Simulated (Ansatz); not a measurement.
# GaCl (SMILES [Cl][Ga]) at CCSD(T)/cc-pVTZ

What is the electronic atomisation energy of GaCl at CCSD(T)/cc-pVTZ? 

The calculation is run with Ansatz 0.2.0.

31 further runs of the same task are left out: 31 set aside as unsound or not needed.

## 1. The system as given

The species is GaCl (2 atoms), meant as a singlet with charge 0. As SMILES, `[Cl][Ga]`. The coordinates come from a PBE0-D4/def2-TZVP relaxation.

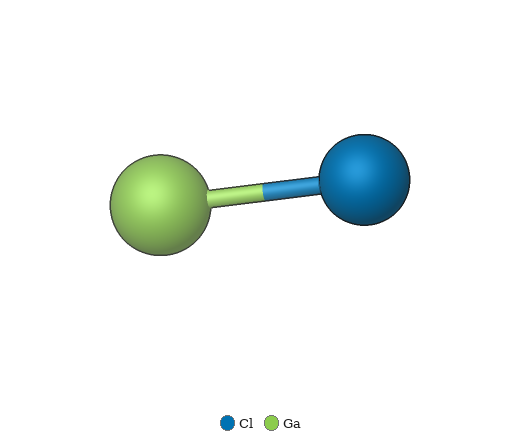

The structure, seen from a chosen angle (chlorine blue, gallium green).

## 2. The energy at CCSD(T)/cc-pVTZ

The input, molecule.yaml:

```yaml
crystal:
  periodic: [false, false, false]
  atoms:
    - {symbol: Cl, position_ang: [-0.000000, 0.000000, -0.023560]}
    - {symbol: Ga, position_ang: [0.000000, -0.000000, 2.192160]}
basis:
  gaussian:
    orbitals: cc-pVTZ
scf:
  omitted_lower_state_checks: [cluster_reference, increment]
accuracy: high
correlation:
  method: ccsd_t
  frozen_orbitals: {Cl: 5, Ga: 9}
```

Launch:

```console
$ ansatz run molecule.yaml --threads 1 --pin off --max-ram 3480MiB --events-out events.jsonl --progress --plain --runs-dir runs
```

Standard output, shortened:

```text
Warning: RAYON_NUM_THREADS=1 ignored (pool sized by the plan → 1); use --threads N
Functional definition: HF
  name "HF"
[...]
1035 factors; integrals over basis functions are off by at most 4.2e-9 eV
[...]
mean field -64841.46639041 eV, -2382.8799387230 hartree, gradient 2.4e-8 eV, S^2 0.000000; 0 other end points of the search recorded, 0 dependent functions left out
14 core orbitals not correlated: weight in the atoms' cores, before any rotation towards them, 1.000 or more for the frozen orbitals, at most 0.000 for the correlated occupied ones
reference -64841.46639041 eV, -2382.8799387230 hartree; 10, 10 occupied and 53, 53 virtual orbitals, 1035 factors
second order -8.45278328 eV of doubles, -0.00000000 eV of singles
cycle   1  -8.72856427 eV  change   -2.8e-1 eV  update   8.0e-2
[...]
cycle  19  -9.05974812 eV  change   4.6e-10 eV  update   1.1e-9
perturbative correction -0.45290284 eV, -0.0166438723 hartree
Total energy: -64850.97904136 eV, -2383.2295221978 hartree
Checks for a lower state left out: cluster_reference, increment
```

Run time: 3.6 s. Hardware: 1 thread of Arm Neoverse V2, shared host; peak memory 0.22 GiB.

## 3. The Cl atom, same level

The input, input.yaml:

```yaml
crystal:
  periodic: [false, false, false]
  atoms:
    - {symbol: Cl, position_ang: [0.000000, 0.000000, 0.000000]}
basis:
  gaussian:
    orbitals: cc-pVTZ
magnetization:
  spin_polarized: true
  initial_magnetization: 1
correlation:
  method: ccsd_t
  frozen_orbitals: {Cl: 5}
accuracy: high
scf:
  omitted_lower_state_checks: [cluster_reference, increment]
```

Run the same way, it converges to -459.67181 Eh (log not shown).

## 4. The Ga atom

The input, in.yaml:

```yaml
crystal:
  periodic: [false, false, false]
  atoms:
    - {symbol: Ga, position_ang: [0.000000, 0.000000, 0.000000]}
basis:
  gaussian:
    orbitals: cc-pVTZ
magnetization:
  spin_polarized: true
  initial_magnetization: 1
correlation:
  method: ccsd_t
  frozen_orbitals: {Ga: 9}
accuracy: high
scf:
  omitted_lower_state_checks: [cluster_reference, increment]
```

Run the same way, it converges to -1923.38301 Eh (log not shown).

## 5. What came out

At CCSD(T)/cc-pVTZ, 14 core orbitals frozen:

| quantity | value |
| --- | --- |
| molecule: total energy | -2383.22952 Eh |
| molecule: correlation energy (14 core orbitals frozen) | -349.6 mEh |
| molecule: (T) correction | -16.64 mEh |
| molecule: T1 diagnostic | 0.012 |
| Cl atom: total energy | -459.67181 Eh |
| Cl atom: correlation energy (5 core orbitals frozen) | -186.4 mEh |
| Cl atom: (T) correction | -5.53 mEh |
| Cl atom: ⟨S²⟩ of the reference determinant | 0.759 |
| Cl atom: T1 diagnostic | 0.007 |
| Ga atom: total energy | -1923.38301 Eh |
| Ga atom: correlation energy (9 core orbitals frozen) | -121.1 mEh |
| Ga atom: (T) correction | -6.60 mEh |
| Ga atom: ⟨S²⟩ of the reference determinant | 0.763 |
| Ga atom: T1 diagnostic | 0.012 |
| electronic atomisation energy | 4.754 eV |

**Reading.** Taking the molecule apart into free atoms costs 4.75 eV (110 kcal/mol), before zero-point energy and without spin-orbit coupling. The triples (molecule) make up 4.8 % of the correlation energy. The triples (Cl atom) make up 3.0 % of the correlation energy. The triples (Ga atom) make up 5.5 % of the correlation energy.
